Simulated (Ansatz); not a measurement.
**One shape, several levels: InPH6 (SMILES [PH3+][InH3-])**

We compute a comparison of 6 runs (HF/STO-3G, B3LYP/def2-SVP, PBE-QIDH/def2-SVP, r2SCAN0/def2-SVP, revPBE/def2-SVP, RPA@PBE/def2-SVP) of InPH6. 

The calculation is run with Ansatz 0.2.0.

50 further runs of the same task are left out: 3 that didn't finish, 47 set aside as unsound or not needed.

**1. The system as given**

InPH6: 8 atoms, total charge 0, spin state singlet. SMILES: `[PH3+][InH3-]`. The In2–H8 distance was set to 2.597 Å, away from the relaxed value. At this shape a bond of the SMILES string is far longer than usual.

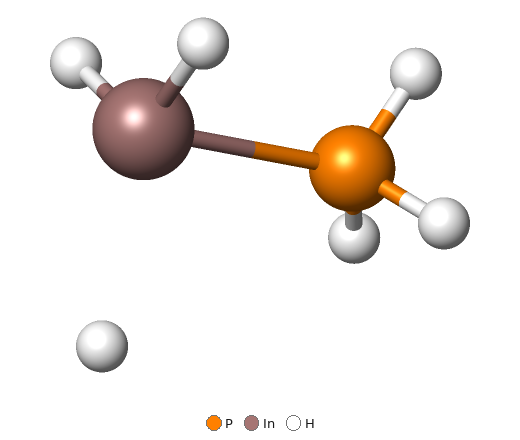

Viewed from a chosen angle; phosphorus orange, indium brown, hydrogen white.

**2. The energy at HF/STO-3G (run 1)**

Input file job.yaml:

```yaml
crystal:
  periodic: [false, false, false]
  atoms:
    - {symbol: P, position_ang: [-0.335995, 0.867066, -1.216104]}
    - {symbol: In, position_ang: [1.079305, 0.704566, 1.173296]}
    - {symbol: H, position_ang: [-1.740195, 0.727266, -1.211304]}
    - {symbol: H, position_ang: [-0.061595, -0.051234, -2.251604]}
    - {symbol: H, position_ang: [-0.269495, 2.044966, -1.990304]}
    - {symbol: H, position_ang: [0.280605, 2.045266, 1.922396]}
    - {symbol: H, position_ang: [2.633405, 0.945166, 0.449396]}
    - {symbol: H, position_ang: [0.307400, -1.708800, 1.741800]}
basis:
  gaussian: {orbitals: STO-3G}
hamiltonian: {xc: hf}
accuracy: high
output: {orbitals: {seedname: orbitals}}
```

Run with:

```console
$ ansatz run job.yaml --threads 1 --pin off --max-ram 3480MiB --events-out events.jsonl --progress --plain --runs-dir runs
```

Output:

```text
Warning: RAYON_NUM_THREADS=1 ignored (pool sized by the plan → 1); use --threads N
Functional definition: HF
  name "HF"
  exchange = exact_x
  correlation = 0
779 factors; integrals over basis functions are off by at most 4.5e-9 eV
mean field evaluation 1: about -163895.9193 eV, gradient 1.3e1 eV
mean field evaluation 2: about -163895.9141 eV, gradient 1.3e1 eV
mean field evaluation 4: about -163897.3925 eV, gradient 8.3e-1 eV
mean field evaluation 8: about -163897.3962 eV, gradient 1.3e-5 eV
mean field -163897.39623703 eV, -6023.1182180655 hartree, gradient 1.2e-8 eV, S^2 0.000000; 0 other end points of the search recorded, 0 dependent functions left out
reference -163897.39623703 eV, -6023.1182180655 hartree; 35, 35 occupied and 7, 7 virtual orbitals, 779 factors
Total energy: -163897.39623703 eV, -6023.1182180655 hartree
```

Run time: 0.76 s. Hardware: 1 thread of Intel Xeon Platinum 8488C (Sapphire Rapids), shared host; peak memory 0.12 GiB.

**3. The energy at B3LYP/def2-SVP (core potential) (run 2)**

Edit job.yaml of step 2 so:

```diff
@@ -1 +1,3 @@
+basis:
+  gaussian: {orbitals: def2-SVP}
 crystal:
@@ -11,5 +13,3 @@
     - {symbol: H, position_ang: [0.307400, -1.708800, 1.741800]}
-basis:
-  gaussian: {orbitals: STO-3G}
-hamiltonian: {xc: hf}
+hamiltonian: {xc: {name: B3LYP}}
 accuracy: high
```

Run with:

```console
$ ansatz run job.yaml --threads 1 --pin off --max-ram 3480MiB --events-out events.jsonl --progress --plain --runs-dir runs
```

Output:

```text
Warning: RAYON_NUM_THREADS=1 ignored (pool sized by the plan → 1); use --threads N
Functional definition: B3LYP
  name "B3LYP"
  parameter a0 = 0.2
  parameter ax = 0.72
  parameter ac = 0.81
  exchange = (1 - a0 - ax)*slater_x + ax*b88_x + a0*exact_x
  correlation = (1 - ac)*vwn_rpa_c + ac*lyp_c
1754 factors; integrals over basis functions are off by at most 3.6e-9 eV
mean field evaluation 1: about -14556.0282 eV, gradient 1.5e1 eV
mean field evaluation 2: about -14555.6878 eV, gradient 1.5e1 eV
mean field evaluation 4: about -14557.0448 eV, gradient 5.8e-1 eV
mean field evaluation 8: about -14557.1169 eV, gradient 3.9e-2 eV
mean field evaluation 16: about -14557.1169 eV, gradient 3.2e-6 eV
mean field -14557.11690735 eV, -534.9641791767 hartree, gradient 2.7e-8 eV, S^2 0.000000; 0 other end points of the search recorded, 0 dependent functions left out
reference -14557.11695346 eV, -534.9641808715 hartree; 21, 21 occupied and 53, 53 virtual orbitals, 1754 factors
Total energy: -14557.11695346 eV, -534.9641808715 hartree
```

Run time: 6.6 s. Hardware: 1 thread of Intel Xeon Platinum 8488C (Sapphire Rapids), shared host; peak memory 0.25 GiB.

Runs 3 to 5 aren't shown in full; the table further down has their settings and results.

**4. The energy at RPA@PBE/def2-SVP (core potential) (run 6)**

Input file input.yaml:

```yaml
crystal:
  periodic: [false, false, false]
  atoms:
    - {symbol: P, position_ang: [-0.335995, 0.867066, -1.216104]}
    - {symbol: In, position_ang: [1.079305, 0.704566, 1.173296]}
    - {symbol: H, position_ang: [-1.740195, 0.727266, -1.211304]}
    - {symbol: H, position_ang: [-0.061595, -0.051234, -2.251604]}
    - {symbol: H, position_ang: [-0.269495, 2.044966, -1.990304]}
    - {symbol: H, position_ang: [0.280605, 2.045266, 1.922396]}
    - {symbol: H, position_ang: [2.633405, 0.945166, 0.449396]}
    - {symbol: H, position_ang: [0.307400, -1.708800, 1.741800]}
basis:
  gaussian:
    orbitals: def2-SVP
hamiltonian:
  xc: {name: PBE}
correlation:
  method: rpa
  frozen_orbitals: {H: 0, In: 4, P: 5}
accuracy: high
```

Run with:

```console
$ ansatz run input.yaml --threads 1 --pin off --max-ram 3480MiB --events-out events.jsonl --progress --plain --runs-dir runs
```

Output:

```text
Warning: RAYON_NUM_THREADS=1 ignored (pool sized by the plan → 1); use --threads N
Functional definition: PBE
  name "PBE"
  parameter kappa = 0.804
  parameter beta = 0.06672455060314922
  exchange = pbe_x(kappa = kappa, mu = beta*pi^2/3)
  correlation = pbe_c(beta = beta)
1754 factors; integrals over basis functions are off by at most 3.6e-9 eV
mean field evaluation 1: about -14548.1281 eV, gradient 1.9e1 eV
mean field evaluation 2: about -14548.1216 eV, gradient 1.9e1 eV
mean field evaluation 4: about -14549.0558 eV, gradient 1.0e1 eV
mean field evaluation 8: about -14549.7589 eV, gradient 9.2e-2 eV
mean field evaluation 16: about -14549.7590 eV, gradient 5.2e-6 eV
mean field -14549.75898451 eV, -534.6937804999 hartree, gradient 1.5e-8 eV, S^2 0.000000; 0 other end points of the search recorded, 0 dependent functions left out
9 core orbitals not correlated: weight in the atoms' cores, before any rotation towards them, 1.000 or more for the frozen orbitals, at most 0.000 for the correlated occupied ones
reference -14508.44434303 eV, -533.1754954296 hartree; 12, 12 occupied and 53, 53 virtual orbitals, 1754 factors
Total energy: -14522.11837573 eV, -533.6780068625 hartree
```

Wall time 7.2 s (1 thread of Intel Xeon Platinum 8488C (Sapphire Rapids), shared host); peak memory 0.35 GiB.

**5. Overview of the runs**

```csv
run,level,core potential,frozen core orbitals,energy (Eh),HOMO energy (eV),LUMO energy (eV),HOMO–LUMO gap (eV),wall time
1,HF/STO-3G,none,–,-6023.118218,-5.08,7.47,12.55,0.76 s
2,B3LYP/def2-SVP (core potential),def2-SVP,–,-534.964181,-6.06,-1.42,4.65,6.6 s
3,PBE-QIDH/def2-SVP (core potential),def2-SVP,9,-534.347283,-7.71,0.49,8.20,8.7 s
4,r2SCAN0/def2-SVP (core potential),def2-SVP,–,-534.867573,-6.37,-1.08,5.28,8.1 s
5,revPBE/def2-SVP (core potential),def2-SVP,–,-534.855954,-5.24,-1.90,3.34,4.2 s
6,RPA@PBE/def2-SVP (core potential),def2-SVP,9,-533.678007,–,–,–,7.2 s
```

**6. Summary of results**

```
                               quantity          value
                    run 6: total energy  -533.67801 Eh
run 6: RPA correlation energy (valence)     -502.5 mEh
```

In words: Over runs 1, 2, 3, 4, 5 the HOMO–LUMO gap runs from 3.34 eV (revPBE/def2-SVP) to 12.55 eV (HF/STO-3G). The two ends differ in method and basis and core potential. Totals of different functionals can't be ranked against each other. Some runs of one species differ in core potentials or relativity; totals across that change don't compare. In run 3 the log says that unrestricted orbitals would lower the reference, so the values rest on an unstable closed-shell determinant (other closed-shell runs at this shape may share the fault). In run 1 the basis is minimal, so the values are rough. In run 1 relativity is left out where basis or elements ask for it. All runs together took 36 s, the longest 8.7 s.
